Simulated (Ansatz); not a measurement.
Electronic density of states of amorphous Si24O49Be, density 2.20 g/cm³, on a 2×2×2 Γ-centred mesh with a Gaussian width of 0.1 eV; energies count from the Fermi level, whose place inside the gap is arbitrary. Cell and mesh are small, so fine structure isn't converged. Computed with PBE, scalar-relativistic without spin-orbit coupling (plane waves to 420 eV, PAW; Ansatz, a first-principles code). Sampling: a 2×2×2 Γ-centred mesh; Fermi-Dirac width 0.02 eV; no spin polarisation. At PBE the levels at the filled edge of the gap are localised (band-tail or defect states), and the nearest spread-out levels lie 5.4 eV apart at the zone centre.

The cell was made by melting and quenching with the CHGNet potential and then relaxed with DFT. O atoms were pushed apart under 1.9 Å during the dynamics, to hinder bonds among them. The hot cell started wider than the set density and was brought back towards it in steps. It is the lowest in DFT energy of 2 quenches. It is a model cell: composition and starting density were chosen by hand, and all elements were melted together. No dispersion term was used. Its density started from a set value of 2.20 and ended at 2.20 g/cm³. Cooling (nominally 320 K/ps over its main leg) ran many orders faster than in experiment, which tends to leave more defects and strain. Values belong to this one cell and scatter from quench to quench. The volume was held where the preparation left it and the shape relaxed, at a PBE pressure of 0.6 GPa. Stress components on the final sampling reach 0.6 GPa.

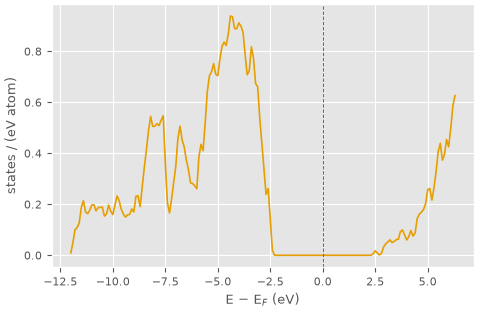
Density of states per atom

The level gap on this mesh is 5.06 eV; the broadening fills part of it in the curve.
